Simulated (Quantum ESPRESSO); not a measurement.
## BaZrO3 (Pm-3m): Raman and infrared activity

Wanted: vibrational spectra of BaZrO3 (Pm-3m) from linear and non-linear response.

Program: Quantum ESPRESSO 8.0 development, patched. Level of theory: DFT LDA, scalar-relativistic, plane waves, PseudoDojo norm-conserving pseudopotentials. Results are calculated unless marked as measured.

The experiments to compare with:

“EXAFS study of lead-free relaxor ferroelectric BaTi(1-x)Zr(x)O3 at the Zr K-edge” (2006, arxiv:cond-mat/0602127) reports for BaZrO3, cubic perovskite, by X-ray diffraction (solid-state synthesised powder, 300 K): lattice constant a (cubic cell parameter) 4.192 ± 0.001 Å.

“Broadband dielectric spectroscopy of Ba(Zr,Ti)O3: dynamics of relaxors and diffuse ferroelectrics” (2013, arxiv:1312.3131) quotes from earlier work for BaZrO3, cubic perovskite (ceramic, earlier study, 300 K): static dielectric constant (static permittivity) about 36 [polycrystalline ceramic; value quoted from the authors' earlier paper].

Report form: the programs' logs are mostly left out.

## Step 1: Starting point

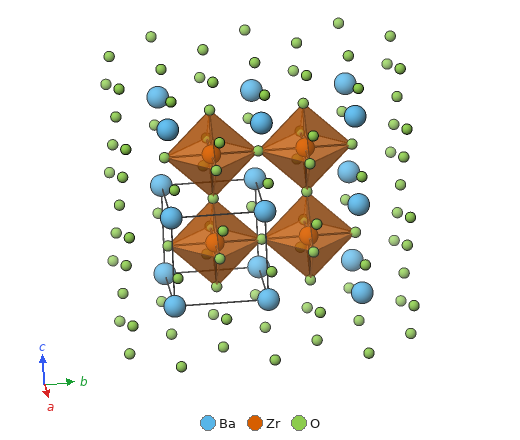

The starting structure, seen slightly off an axis (barium blue, zirconium orange, oxygen green). 1×2×2 cells are drawn. Some periodic images of atoms are drawn too.

As a file:

```cif
data_structure
_symmetry_space_group_name_H-M 'P 1'
_symmetry_Int_Tables_number 1
_cell_length_a 4.1913
_cell_length_b 4.1913
_cell_length_c 4.1913
_cell_angle_alpha 90.000
_cell_angle_beta 90.000
_cell_angle_gamma 90.000
_cell_volume 73.63
loop_
_atom_site_label
_atom_site_type_symbol
_atom_site_fract_x
_atom_site_fract_y
_atom_site_fract_z
_atom_site_occupancy
Ba1 Ba 0.00000 0.00000 0.00000 1
Zr2 Zr 0.50000 0.50000 0.50000 1
O3 O 0.00000 0.50000 0.50000 1
O4 O 0.50000 0.00000 0.50000 1
O5 O 0.50000 0.50000 0.00000 1
```

## Step 2: A first look

Before anything dear is run, a loose run with smearing shows whether this is a metal and how far the cell is from rest.

probe.in reads:

```
&control
   calculation = 'scf'
   prefix = 'x'
   outdir = './tmp'
   pseudo_dir = './pseudo'
   tprnfor = .true.
   tstress = .true.
   verbosity = 'high'
/
&system
   ibrav = 0
   nat = 5
   ntyp = 3
   ecutwfc = 84.0
   occupations = 'smearing'
   smearing = 'gaussian'
   degauss = 0.01
/
&electrons
   conv_thr = 1.0d-07
   mixing_beta = 0.7
   electron_maxstep = 100
/
ATOMIC_SPECIES
 Ba    137.3270  Ba.upf
 Zr     91.2240  Zr.upf
 O      15.9990  O.upf
CELL_PARAMETERS angstrom
     4.191340000    0.000000000    0.000000000
     0.000000000    4.191340000    0.000000000
     0.000000000    0.000000000    4.191340000
ATOMIC_POSITIONS crystal
 Ba     0.000000000   0.000000000   0.000000000
 Zr     0.500000000   0.500000000   0.500000000
 O      0.000000000   0.500000000   0.500000000
 O      0.500000000   0.000000000   0.500000000
 O      0.500000000   0.500000000   0.000000000
K_POINTS automatic
 4 4 4 0 0 0
```

Run with:

```
$ OMP_NUM_THREADS=1 mpirun -n 4 pw.x -nk 4 -in probe.in > probe.out
```

The job ended after 12 s (4 MPI ranks of Intel Xeon at 2.70GHz, shared host).

Numbers from this step:

- volume per atom: 14.73 Å³
- pressure: -4.918 GPa
- gap on the k-mesh: 3.104 eV

A gap of 3.1 eV opens on this mesh, so the crystal is taken as an insulator; the start stands at -4.9 GPa.

## Step 3: Relaxation

The relaxation runs at a cutoff a fifth above that of the response, since stress converges more slowly with the basis than frequencies do. Forces and stress are brought to rest with tight thresholds.

relax.in reads:

```
&control
   calculation = 'vc-relax'
   prefix = 'x'
   outdir = './tmp'
   pseudo_dir = './pseudo'
   tprnfor = .true.
   tstress = .true.
   forc_conv_thr = 2.0d-05
   etot_conv_thr = 1.0d-07
   nstep = 40
/
&system
   ibrav = 0
   nat = 5
   ntyp = 3
   ecutwfc = 101
   occupations = 'fixed'
   nbnd = 22
/
&electrons
   conv_thr = 1.0d-11
   mixing_beta = 0.7
   electron_maxstep = 100
/
&ions
/
&cell
   press_conv_thr = 0.2
/
ATOMIC_SPECIES
 Ba    137.3270  Ba.upf
 Zr     91.2240  Zr.upf
 O      15.9990  O.upf
CELL_PARAMETERS angstrom
     4.191340000    0.000000000    0.000000000
     0.000000000    4.191340000    0.000000000
     0.000000000    0.000000000    4.191340000
ATOMIC_POSITIONS crystal
 Ba     0.000000000   0.000000000   0.000000000
 Zr     0.500000000   0.500000000   0.500000000
 O      0.000000000   0.500000000   0.500000000
 O      0.500000000   0.000000000   0.500000000
 O      0.500000000   0.500000000   0.000000000
K_POINTS automatic
 6 6 6 0 0 0
```

Run with:

```
$ OMP_NUM_THREADS=1 mpirun -n 4 pw.x -nk 4 -in relax.in > relax.out
```

It took 1.9 min on 4 MPI ranks.

The steps of the relaxation:

```csv
step,energy less that of the first step (eV),largest force (eV/Å),pressure (GPa),volume (Å³)
1,0.0000,0.0000,-4.91,73.63
2,-0.0333,0.0000,-0.84,71.80
3,-0.0343,0.0000,0.04,71.44
4,-0.0343,0.0000,0.00,71.46
5,-0.0343,0.0000,0.00,71.46
6,-0.0342,0.0000,0.00,71.46
```

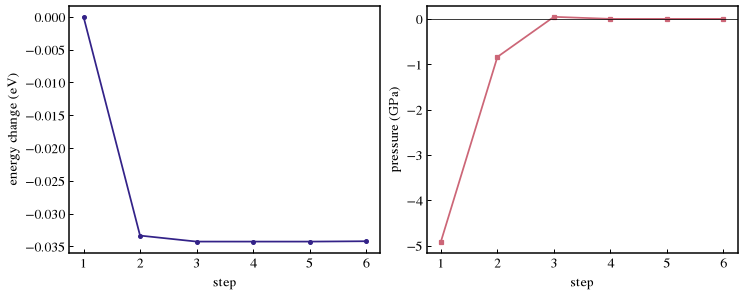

Energy and pressure along the relaxation.

```csv
"conventional cell, symmetrised",before,after,change
a (Å),4.191,4.150,-1.0 %
b (Å),4.191,4.150,-1.0 %
c (Å),4.191,4.150,-1.0 %
volume (Å³/atom),14.73,14.29,-3.0 %
```

The relaxed structure:

```xyz
5
Lattice="4.1496 0.0000 0.0000 0.0000 4.1496 0.0000 0.0000 0.0000 4.1496" Properties=species:S:1:pos:R:3 pbc="T T T"
Ba    0.0000    0.0000    0.0000
Zr    2.0748    2.0748    2.0748
O     0.0000    2.0748    2.0748
O     2.0748    0.0000    2.0748
O     2.0748    2.0748    0.0000
```

The last row of the table of steps is pw.x's closing run on a basis chosen anew for the final cell, so its energy can jump.

Numbers from this step:

| Property | Result |
| --- | --- |
| volume per atom | 14.29 Å³ |
| pressure | 0 GPa |
| gap on the k-mesh | 3.173 eV |

The volume changes by -3.0 % from the cell with which this run began.

## Step 4: Self-consistent run for the response

The response is built on this ground state, so it is converged far tighter than an energy would need. With a gap, occupations are fixed, which also allows the response to an electric field.

scf.in reads:

```
&control
   calculation = 'scf'
   prefix = 'x'
   outdir = './tmp'
   pseudo_dir = './pseudo'
   tprnfor = .true.
   tstress = .true.
/
&system
   ibrav = 0
   nat = 5
   ntyp = 3
   ecutwfc = 84.0
   occupations = 'fixed'
   nbnd = 22
/
&electrons
   conv_thr = 1.0d-12
   mixing_beta = 0.7
   electron_maxstep = 100
/
ATOMIC_SPECIES
 Ba    137.3270  Ba.upf
 Zr     91.2240  Zr.upf
 O      15.9990  O.upf
CELL_PARAMETERS angstrom
     4.149645166    0.000000000    0.000000000
     0.000000000    4.149645166    0.000000000
     0.000000000    0.000000000    4.149645166
ATOMIC_POSITIONS crystal
 Ba     0.000000000   0.000000000   0.000000000
 Zr     0.500000000   0.500000000   0.500000000
 O      0.000000000   0.500000000   0.500000000
 O      0.500000000   0.000000000   0.500000000
 O      0.500000000   0.500000000   0.000000000
K_POINTS automatic
 6 6 6 0 0 0
```

Run with:

```
$ OMP_NUM_THREADS=1 mpirun -n 4 pw.x -nk 4 -in scf.in > scf.out
```

The job ended after 17 s (4 MPI ranks).

This step gave:

```yaml
pressure: -0.02900 GPa
```

The cell stands at -0.029 GPa, close enough for phonons.

## Step 5: Zone-centre response

At q = 0 one unit cell holds all displacements; symmetry groups them into irreducible representations that are solved one by one. The response to a field gives ε∞ and the Born charges, which polar modes need. Third-order response adds the Raman tensors.

ph.in reads:

```
phonons
&inputph
   prefix = 'x'
   outdir = './tmp'
   fildyn = 'g.dyn'
   tr2_ph = 1.0d-18
   epsil = .true.
   lraman = .true.
   elop = .true.
/
0.000000000000 0.000000000000 0.000000000000
```

Run with:

```
$ OMP_NUM_THREADS=1 mpirun -n 4 ph.x -nk 4 -in ph.in > ph.out
```

Elapsed: 26 min, on 4 MPI ranks; 1.7 h of CPU time.

Read from the output:

| Quantity | Value |
| --- | --- |
| miss of the charge sum rule | 0.009740 e |
| largest acoustic frequency at the zone centre before the sum rule | 0.59 cm⁻¹ |
| highest optical zone-centre mode (no LO-TO term) | 524.5 cm⁻¹ |
| lowest optical zone-centre mode | 97.32 cm⁻¹ |
| mean high-frequency dielectric constant | 4.902 |
| largest Born charge in size (third of the trace) | 6.114 e |

Born charge (rows field, columns displacement), before the sum rule (e), principal values of the symmetric part by kind of site:

```
atom  atoms with these values    low  middle   high   mean
 Ba1                        1   2.74    2.74   2.74   2.74
 Zr2                        1   6.11    6.11   6.11   6.11
  O3                        3  -4.81   -2.03  -2.03  -2.95
```

In full for O3:

```
-4.81  0.00  0.00
 0.00 -2.03  0.00
 0.00  0.00 -2.03
```

High-frequency dielectric tensor:

```
4.90 0.00 0.00
0.00 4.90 0.00
0.00 0.00 4.90
```

The acoustic modes at Γ come out as far as 0.6 cm⁻¹ from zero, where they should vanish, a small numerical error; the Born charges miss their sum rule by 0.0097 e, which is good.

## Step 6: Modes with the sum rule

A rigid shift of the crystal must cost nothing, but grids and finite bases break this; the acoustic sum rule is imposed before the matrix is diagonalised again. With Born charges the intensities follow, and the static dielectric tensor.

dynmat.in reads:

```
&input
   fildyn = 'g.dyn'
   asr = 'simple'
   fileig = 'dynmat.eig'
   lperm = .true.
/
```

Run with:

```
$ dynmat.x -in dynmat.in > dynmat.out
```

The job ended after 0.66 s (1 thread).

This step gave:

* lowest optical zone-centre mode: 97.31 cm⁻¹
* mean static dielectric constant: 64.49

Unit eigenvectors of the mass-weighted matrix after the sum rule; no LO-TO term. The modes at Γ (shares of kinetic energy by element, %):

```
mode  frequency (cm⁻¹)  symmetry  Ba %  Zr %  O %
   1               0.0  acoustic    50    33   17
   2               0.0  acoustic    50    33   17
   3               0.0  acoustic    50    33   17
   4              97.3       T1u    42     9   49
   5              97.3       T1u    42     9   49
   6              97.3       T1u    42     9   49
   7             172.3       T2u     0     0  100
   8             172.3       T2u     0     0  100
   9             172.3       T2u     0     0  100
  10             194.0       T1u     8    56   36
  11             194.0       T1u     8    56   36
  12             194.0       T1u     8    56   36
  13             524.5       T1u     0     2   97
  14             524.5       T1u     0     2   97
  15             524.5       T1u     0     2   97
```

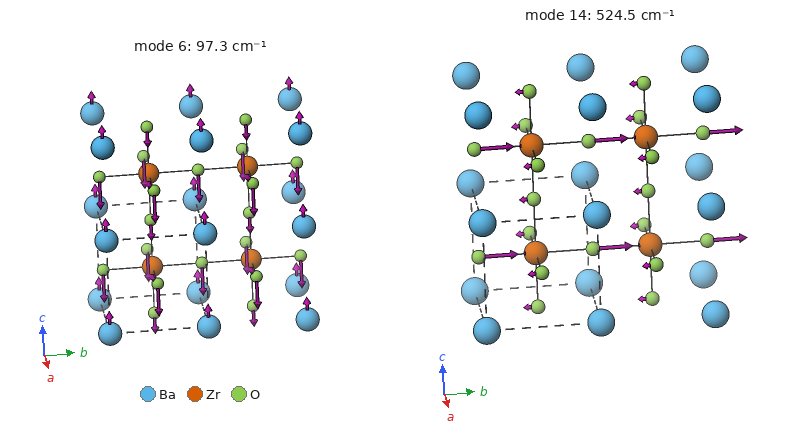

Displacement patterns of modes 6 and 14 at Γ; arrows are exaggerated. 1×2×2 cells are drawn. Some periodic images of atoms are drawn too.

Degenerate modes summed, no LO-TO term. Infrared lines, with heights relative to the strongest:

```
position (cm⁻¹)  lines merged  label  IR intensity, relative
             97             3    T1u                      58
            172             3    T2u                     0.0
            194             3    T1u                      93
            525             3    T1u                     100
```

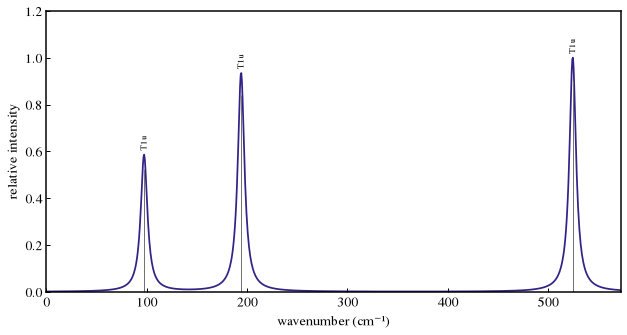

The infrared spectrum, broadened with Lorentzians of width 8 cm⁻¹; bars mark the lines.

Static dielectric tensor (ions relaxed, fixed cell):

```
64.49  0.00  0.00
 0.00 64.49  0.00
 0.00  0.00 64.49
```

The rule moves no optical mode by more than 0.1 cm⁻¹.

## Step 7: Sum rules set otherwise (asr crystal)

The rule can be imposed in more than one way; the choices should agree where the raw error is small.

dynmat.in reads:

```
&input
   fildyn = 'g.dyn'
   asr = 'crystal'
   fileig = 'dynmat.eig'
   lperm = .true.
/
```

Run with:

```
$ dynmat.x -in dynmat.in > dynmat.out
```

The job ended after 0.66 s (1 thread).

Read from the output:

```
lowest optical zone-centre mode : 97.32 cm⁻¹
mean static dielectric constant : 64.48
```

Zone-centre frequencies as printed; negative means imaginary. Modes:

| mode | frequency (cm⁻¹) |
| --- | --- |
| 1 | 0 |
| 2 | 0 |
| 3 | 0 |
| 4 | 97.32 |
| 5 | 97.32 |
| 6 | 97.32 |
| 7 | 172.3 |
| 8 | 172.3 |
| 9 | 172.3 |
| 10 | 194 |
| 11 | 194 |
| 12 | 194 |
| 13 | 524.5 |
| 14 | 524.5 |
| 15 | 524.5 |

Against the first rule no mode moves by more than 0.1 cm⁻¹.

## Step 8: Sum rules set otherwise: a sum rule for molecules or wires on a crystal

This rule also removes rotations, which suits molecules and not a crystal; it is tried to see the harm.

dynmat.in reads:

```
&input
   fildyn = 'g.dyn'
   asr = 'zero-dim'
   fileig = 'dynmat.eig'
   lperm = .true.
/
```

Run with:

```
$ dynmat.x -in dynmat.in > dynmat.out
```

Run time: 0.67 s. Hardware: 1 thread.

The run ended normally, but on settings that are not sound.

The fault: a sum rule for molecules or wires on a crystal; 3 optical modes are projected out to zero frequency, as if they were rotations, and the static dielectric tensor is spoilt.

For a crystal the rule has to be 'simple' or 'crystal'.

Zone-centre frequencies as printed; negative means imaginary. Modes:

| mode | frequency (cm⁻¹) |
| --- | --- |
| 1 | 0 |
| 2 | 0 |
| 3 | 0 |
| 4 | 0 |
| 5 | 0 |
| 6 | 0 |
| 7 | 97.32 |
| 8 | 127.3 |
| 9 | 127.3 |
| 10 | 194 |
| 11 | 220.2 |
| 12 | 220.2 |
| 13 | 476.9 |
| 14 | 476.9 |
| 15 | 524.5 |

## Step 9: Modes along a direction of q (1 0 0)

A longitudinal polar mode sets up a macroscopic field that stiffens it; the term hangs on the direction from which q goes to zero.

dynmat.in reads:

```
&input
   fildyn = 'g.dyn'
   asr = 'simple'
   fileig = 'dynmat.eig'
   q(1) = 1.0
   q(2) = 0.0
   q(3) = 0.0
/
```

Run with:

```
$ dynmat.x -in dynmat.in > dynmat.out
```

Run time: 0.67 s. Hardware: 1 thread.

Read from the output:

```
highest mode moved by the LO-TO term : 714.0 cm⁻¹
```

Zone-centre frequencies as printed; negative means imaginary. Modes:

```csv
mode,frequency (cm⁻¹)
1,0
2,0
3,0
4,97.31
5,97.31
6,137.8
7,172.3
8,172.3
9,172.3
10,194
11,194
12,365.2
13,524.5
14,524.5
15,714
```

The field moves 3 modes; the highest of them now lies at 714 cm⁻¹, where the highest that moved away lay at 524.

## Step 10: Results

```json
{
 "space group after relaxation": "Pm-3m",
 "volume per atom": "14.3 Å³",
 "gap on the k-mesh": "3.17 eV",
 "highest optical zone-centre mode (no LO-TO term)": "524.5 cm⁻¹",
 "lowest optical zone-centre mode": "97.3 cm⁻¹",
 "highest mode moved by the LO-TO term": "714.0 cm⁻¹",
 "mean high-frequency dielectric constant": "4.90",
 "largest Born charge in size (third of the trace)": "6.11 e",
 "mean static dielectric constant": "64.5",
 "imaginary optical modes at the zone centre (no q mesh in this session)": "none"
}
```

What this shows: No mode is Raman active in this structure; the strongest infrared line lies at 525 cm⁻¹. At the LDA level the optical modes of BaZrO3 (Pm-3m) at the zone centre (no LO-TO term) run from 97 to 525 cm⁻¹. Along the directions run, the highest mode that the macroscopic field moves lies at 714 cm⁻¹. Lattice motion raises the mean dielectric constant from 4.902 to 64.49. Of the 12 optical modes, 9 are infrared active alone and 3 are silent. These are harmonic frequencies at zero temperature: anharmonic shifts and linewidths and thermal expansion are left out. Spin-orbit coupling is left out, which can matter for the heavy elements here. The published file for Ba has no f projectors, which tends to make oxide cells too large. The build is a development version in which the Raman tensors of release 7.5 are mended; dynmat.x leaves out the electro-optic term of LO lines.

Computed beside measured:

```
                                       quantity  measured  LDA PseudoDojo norm-conserving, Quantum ESPRESSO
                         lattice constant a (Å)     4.192                                    4.150 (-1.0 %)
static dielectric constant (mean of the tensor)        36                                   64.49 (+79.1 %)
```

Measured values from arxiv:cond-mat/0602127 (2006) and arxiv:1312.3131 (2013).

How well it matches: The lattice constant a is off by -1.0 %: fair agreement. The static dielectric constant is off by +79.1 %. The grades are ours: good and fair within 0.7 and 1.5 % for the lattice constant a and 10 and 25 % for the static dielectric constant. For lattice constants and static dielectric constant the calculation has a static lattice, without zero-point motion or thermal expansion (measured at up to 300 K).

[Host names and launcher messages were left out of these logs when they were recorded.]

[Logs are printed without paths, hosts, clocks, repeated set-up lines and the standing remarks that a program may print on its own settings, such as how far it seeks lower states.]

[Hosts, paths, dates, database ids (printed as entryN), source tags and the programs' standing remarks are cut or masked in the printed files.]
